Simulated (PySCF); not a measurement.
Molecule: SMILES [CH3][Al]([CH3])[CH2]C[SiH2]F. Atoms near the plane z = 1.2 Å, at the GFN2-xTB optimised geometry (x, y, z in Å): Si1 (-3.0, 1.2, 0.0), F2 (-3.5, 2.7, 0.0), C3 (-1.1, 1.2, 0.0), C4 (-0.5, -0.2, 0.0), Al5 (1.5, -0.2, -0.1), C7 (2.6, -1.8, 0.2), H8 (-3.5, 0.6, 1.2), H10 (-0.7, 1.7, 0.9), H13 (-0.8, -0.8, 0.9), H16 (2.1, 2.4, 0.3), H18 (3.2, -1.8, 1.1), H19 (2.0, -2.7, 0.3).

Calculation: B3LYP/def2-SVP (PySCF). The values are rescaled to run from 0 to 1.

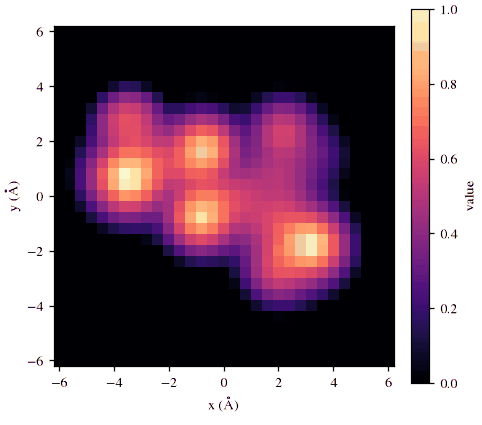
Figure. a field on the plane z = 1.2 Å.

Question: Which quantity is mapped?
(A) electrostatic potential
(B) Laplacian of the electron density
(C) log10 of the electron density
(D) electron localisation function

Answer: C, log10 of the electron density. In full: log10 of the electron density (e/bohr³), floored at −4.
